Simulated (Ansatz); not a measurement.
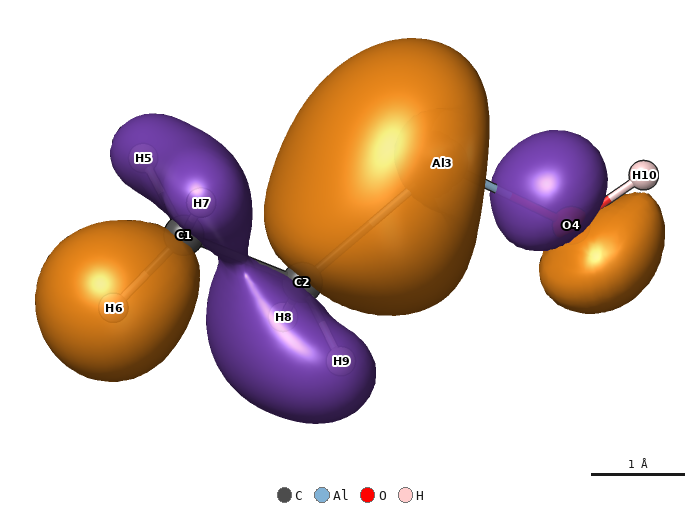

C2H6AlO (SMILES C[CH2][Al][OH]) (doublet). The HOMO−1 (α) at ±0.1 Å⁻³ᐟ² (orange and purple are the two phases), seen at a tilt.

Geometry: B3LYP/6-31G*.

The calculation used isolated molecule in a Gaussian basis; Kohn-Sham density functional theory, functional PBE0 in Ansatz 0.2.0.

```xyz
10

C     1.1066   -1.4079   -1.5479
C     0.2817   -0.3488   -0.8046
Al   -1.4626   -0.9277   -0.0018
O    -2.3122    0.3372    0.8162
H     0.5543   -1.8322   -2.3949
H     2.0397   -0.9877   -1.9469
H     1.3817   -2.2426   -0.8920
H     0.0331    0.4923   -1.4689
H     0.8571    0.0840    0.0275
H    -3.1634    0.1604    1.2371
```

**What is the character of this orbital?**

Its weight (Hirshfeld) is mainly on C2 (about 30 %), Al3 (about 25 %), C1 (about 10 %), O4 (about 10 %) and H6 (about 10 %). Its energy is −8.41 eV.
